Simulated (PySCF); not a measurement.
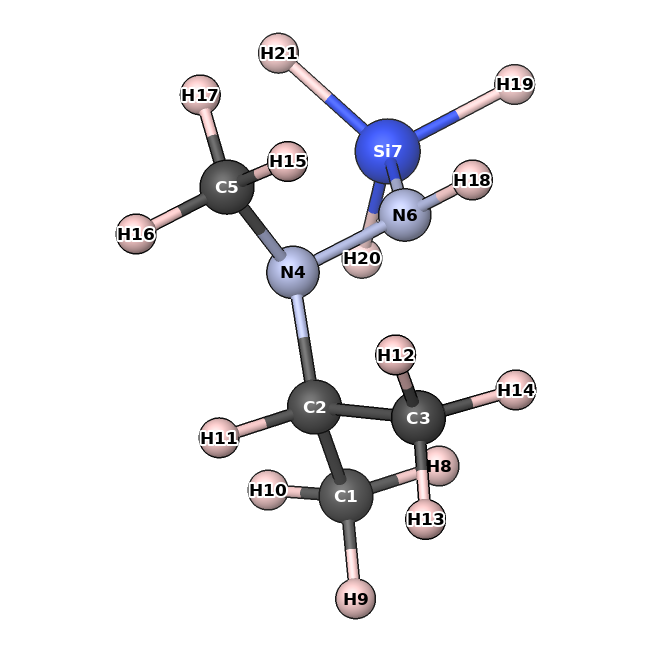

The computed structure is the end point of a PBE0-D3(BJ)/def2-SVP optimisation. No frequency run is at hand to confirm it as a minimum. Method: TDDFT PBE0/def2-SVPD, vertical, gas phase, core orbitals frozen in the response (PySCF 2.14.0), and the same with a continuum solvent (IEF-PCM, Bondi radii x 1.2, gas-phase geometry).

How do dipole (D), HOMO–LUMO gap (eV), lowest singlet (eV) change in water (ε = 78.4)?

```json
{"medium": "gas phase", "dipole (D)": "1.63", "HOMO–LUMO gap (eV)": "6.77", "lowest singlet (eV)": "5.64"}
{"medium": "water", "dipole (D)": "2.33", "HOMO–LUMO gap (eV)": "6.80", "lowest singlet (eV)": "5.67"}
```
